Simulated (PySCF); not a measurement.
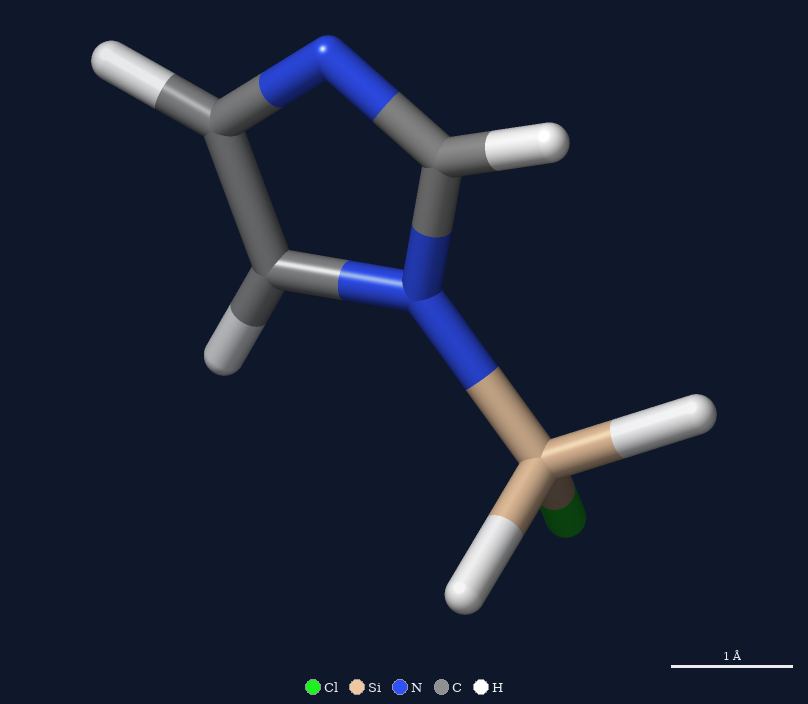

The picture shows a molecular structure as a stick model. Every bond is drawn as one stick, whatever its order.

Computed geometry: GFN2-xTB optimisation. No frequency run is at hand to confirm it as a minimum.

Which formula does it have?

Answer. C₃H₅ClN₂Si, 12 atoms: 3 carbon, 5 hydrogen, 1 chlorine, 2 nitrogen and 1 silicon.

Give a SMILES string for it.

Answer. Cl[SiH2]n1ccnc1

Give the symmetry (Schoenflies symbol).

Answer. C1.

The parts below concern this one geometry. Atoms keep their numbers from picture to picture.

**Geometry**

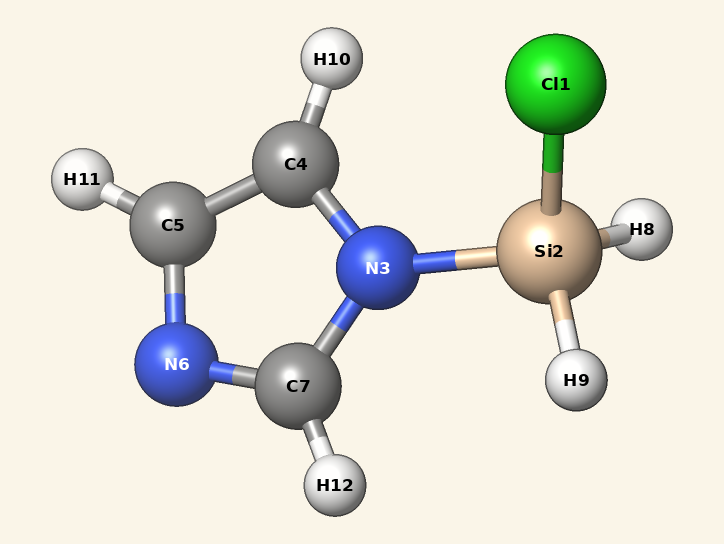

Numbered structure. No frequency run is at hand to confirm it as a minimum.

Give the bond lengths.

```json
{"bond": "Cl1–Si2", "length (Å)": "2.001", "order": "single"}
{"bond": "Si2–N3", "length (Å)": "1.750", "order": "single"}
{"bond": "Si2–H8", "length (Å)": "1.458", "order": "single"}
{"bond": "Si2–H9", "length (Å)": "1.455", "order": "single"}
{"bond": "N3–C4", "length (Å)": "1.378", "order": "aromatic"}
{"bond": "N3–C7", "length (Å)": "1.368", "order": "aromatic"}
{"bond": "C4–C5", "length (Å)": "1.358", "order": "aromatic"}
{"bond": "C4–H10", "length (Å)": "1.071", "order": "single"}
{"bond": "C5–N6", "length (Å)": "1.365", "order": "aromatic"}
{"bond": "C5–H11", "length (Å)": "1.071", "order": "single"}
{"bond": "N6–C7", "length (Å)": "1.293", "order": "aromatic"}
{"bond": "C7–H12", "length (Å)": "1.071", "order": "single"}
```

**NMR shielding**

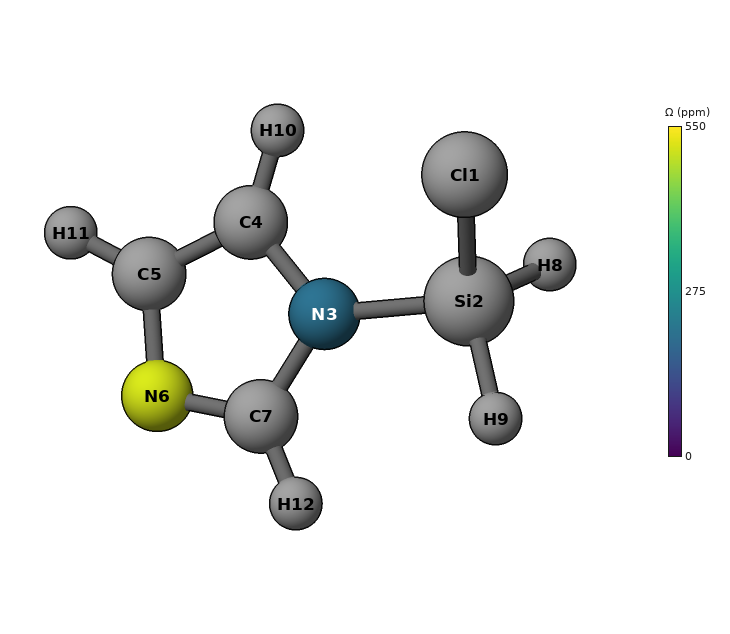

The N atoms are coloured by the span of their shielding tensor. No frequency run is at hand to confirm it as a minimum. Level of theory: GIAO PBE0/pcSseg-1 NMR shielding, non-relativistic, gas phase (PySCF 2.14.0). Principal shieldings σ11 ≤ σ22 ≤ σ33, span Ω = σ33 − σ11, skew κ = 3(σiso − σ22)/Ω.

Which N atom has the most anisotropic shielding?

Answer. N6, with a span of 512 ppm.

Give the shielding tensors of the N atoms.

| atom | σ11 | σ22 | σ33 | σiso | Ω | κ |
| --- | --- | --- | --- | --- | --- | --- |
| N3 | −12.8 | 53.2 | 189.6 | 76.7 | 202.4 | 0.35 |
| N6 | −264.1 | −109.8 | 247.9 | −42.0 | 512.1 | 0.40 |

Shieldings and span in ppm.

**Charges**

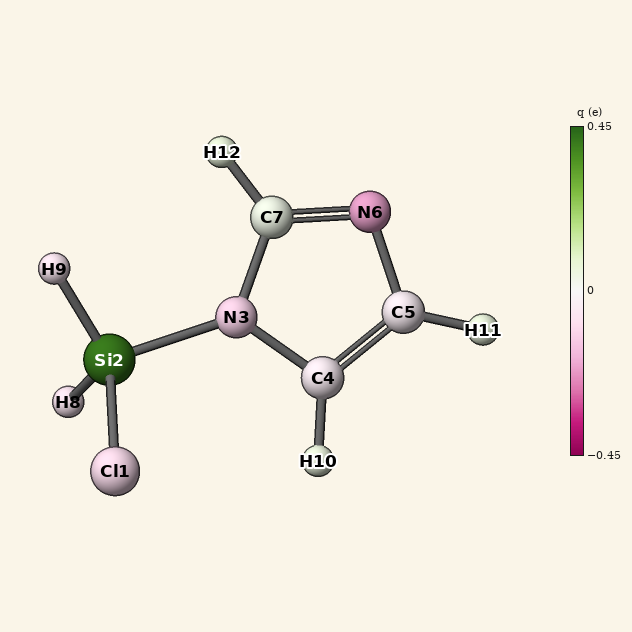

Atoms are coloured by their Hirshfeld charges. No frequency run is at hand to confirm it as a minimum. Level of theory: PBE0/pcSseg-1, gas phase (PySCF 2.14.0).

List the Hirshfeld charges.

```tsv
atom	value (e)
Cl1	−0.09
Si2	0.41
N3	−0.12
C4	−0.04
C5	−0.04
N6	−0.20
C7	0.04
H8	−0.06
H9	−0.06
H10	0.05
H11	0.06
H12	0.06
```

**Excitation**

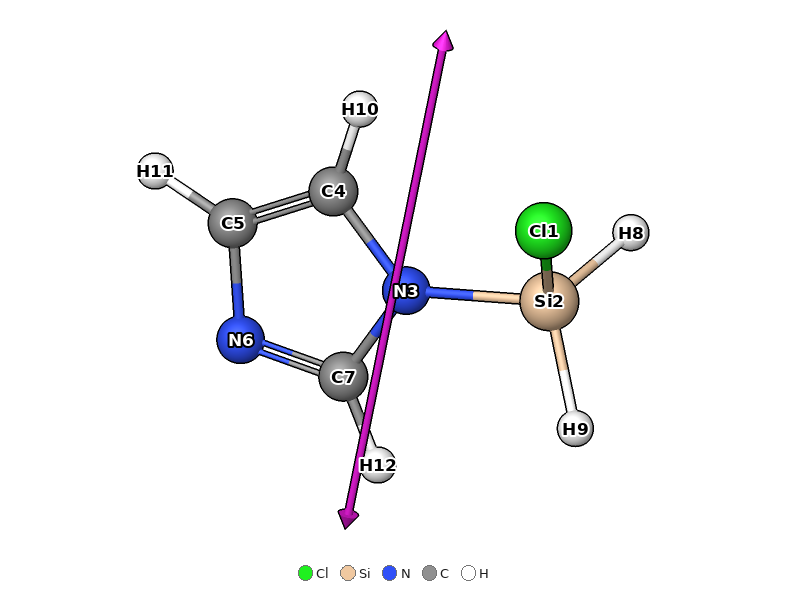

The double arrow shows the direction of the transition dipole to excited singlet state 4 (its length means nothing). No frequency run is at hand to confirm it as a minimum. Method: TDDFT PBE0/def2-SVPD, vertical, gas phase, core orbitals frozen in the response (PySCF 2.14.0).

Where does the transition lie, and how strong is it?

Answer. 6.38 eV (194 nm), oscillator strength 0.090, mainly HOMO → LUMO+2 (weight 0.79); transition dipole 1.93 D.

**Ring current**

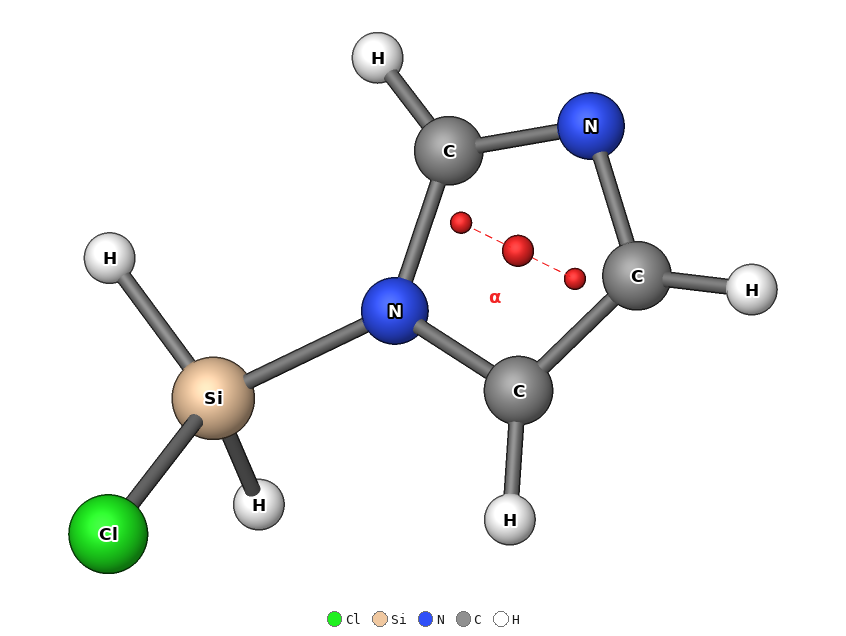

The small points mark where nucleus-independent chemical shifts (NICS) were computed: at the centre of each lettered ring and 1 Å above and below it. No frequency run is at hand to confirm it as a minimum. Level of theory: GIAO PBE0/pcSseg-1 NMR shielding, non-relativistic, gas phase (PySCF 2.14.0).

Give NICS(0), NICS(1) and the out-of-plane component NICS(1)zz for each ring (means of the two sides).

```csv
ring,members,NICS(0),NICS(1),NICS(1)zz
α,C3N2,−12.3,−11.2,−30.3
```

Values in ppm.

What do the values say about the ring currents?

Answer. Ring α: diatropic, as in an aromatic ring. NICS is one index among several.

The geometry is semi-empirical. Around Si such bond lengths and angles can be off by a tenth of an ångström or more and by several degrees, and values that hang on the shape move with them.
